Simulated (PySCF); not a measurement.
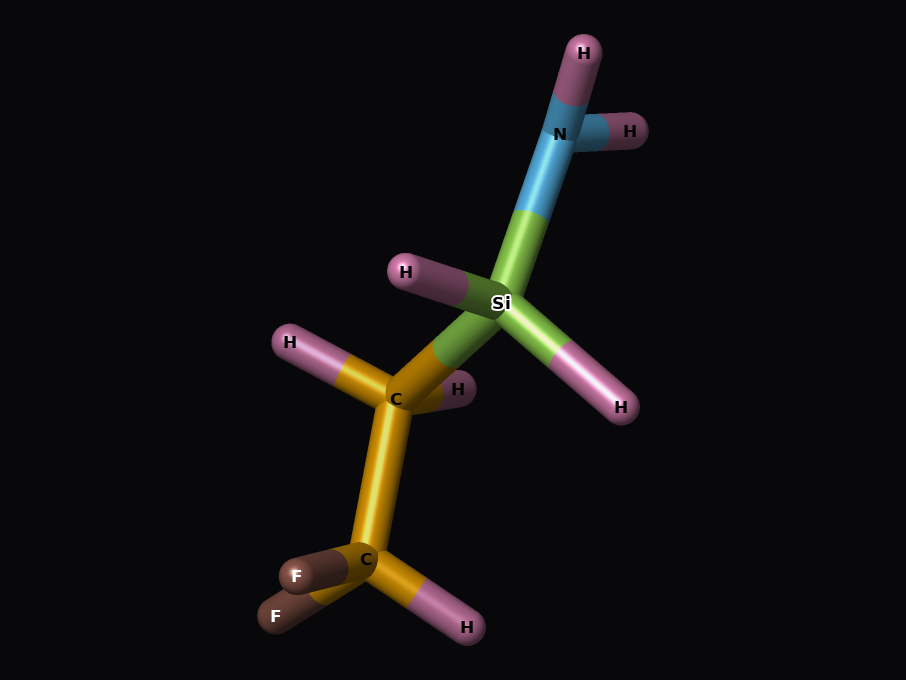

Rendered structure (stick style). Every bond is drawn as one stick, whatever its order.

Computed geometry: PBE0-D3(BJ)/def2-SVP optimisation. No frequency run is at hand to confirm it as a minimum.

What is the molecular formula?

C₂H₇F₂NSi, 13 atoms: 2 carbon, 7 hydrogen, 2 fluorine, 1 nitrogen and 1 silicon.

Name some functional groups or characteristic bonds that it holds.

Among them: C–F bond, Si–H bond, Si–N bond.

How many bonds of each kind are drawn?

3 C–H, 2 C–F, 2 N–H, 2 Si–H, 1 N–Si, 1 C–Si, 1 C–C.

Write the SMILES.

N[SiH2]CC(F)F

Which point group does it belong to?

C1.

More results for the same structure follow; atom numbers are the same in all pictures, views and colours differ.

## Geometry

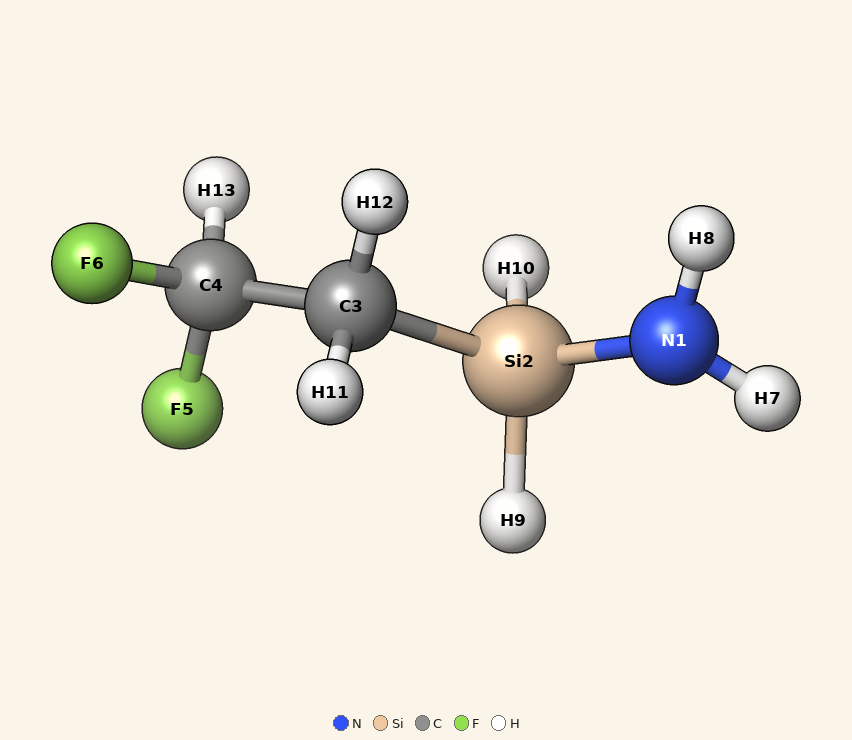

No frequency run is at hand to confirm it as a minimum.

Which atoms are bonded, and how long are the bonds?

| bond | length (Å) | order |
| --- | --- | --- |
| N1–Si2 | 1.732 | single |
| N1–H7 | 1.014 | single |
| N1–H8 | 1.014 | single |
| Si2–C3 | 1.891 | single |
| Si2–H9 | 1.490 | single |
| Si2–H10 | 1.504 | single |
| C3–C4 | 1.501 | single |
| C3–H11 | 1.102 | single |
| C3–H12 | 1.103 | single |
| C4–F5 | 1.359 | single |
| C4–F6 | 1.355 | single |
| C4–H13 | 1.105 | single |

## Electronic properties

No frequency run is at hand to confirm it as a minimum. Level of theory: OPBE/pcSseg-1, gas phase (PySCF 2.14.0).

Give the HOMO energy (Kohn–Sham orbital) at this level.

−6.06 eV.

What is the LUMO energy (Kohn–Sham orbital)?

0.10 eV.

Estimate the dipole moment.

3.13 D.

## NMR shielding

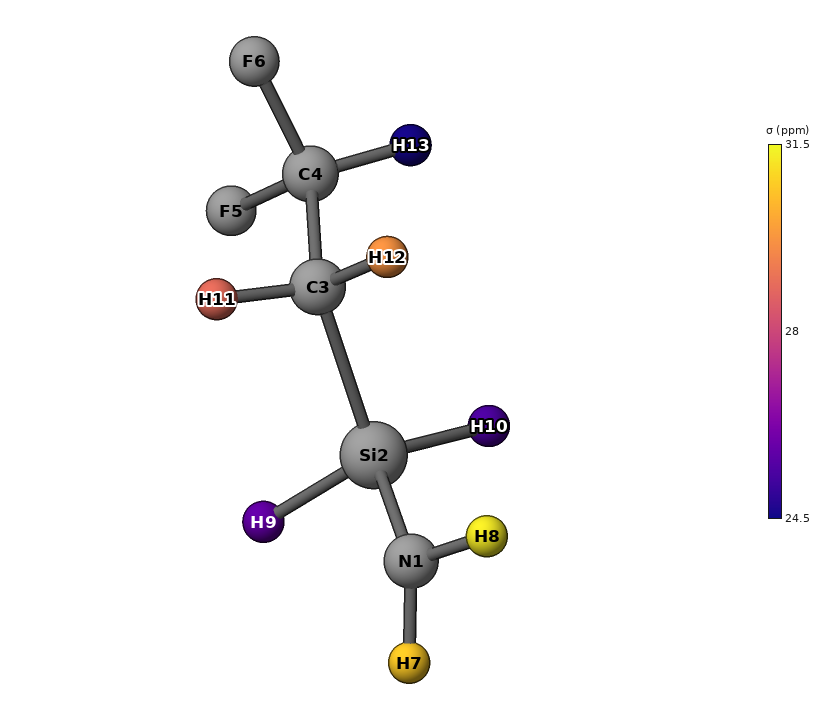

Atoms are coloured by their isotropic NMR shieldings (H only, the others grey). No frequency run is at hand to confirm it as a minimum. Properties computed with GIAO LDA/pcSseg-1 NMR shielding, non-relativistic, gas phase (PySCF 2.14.0).

List the isotropic NMR shieldings of the H atoms.

```tsv
atom	σ (ppm)
H7	30.71
H8	31.27
H9	25.79
H10	25.41
H11	28.88
H12	29.71
H13	24.59
```

## Quadrupole coupling

No frequency run is at hand to confirm it as a minimum. Electric field gradients from the ground-state density, PBE0/IGLO-III (PySCF 2.14.0), non-relativistic apart from any core potentials.

Give the largest field-gradient component, the quadrupole coupling constant and the asymmetry for 14N at N1 (Q = 20.44 mb), 2H at H7 (Q = 2.86 mb), 2H at H8 (Q = 2.86 mb).

```
atom  V_zz (a.u.)  e²qQ/h (MHz)     η
  N1       −0.905         −4.35  0.31
  H7        0.410         0.275  0.15
  H8        0.409         0.275  0.15
```
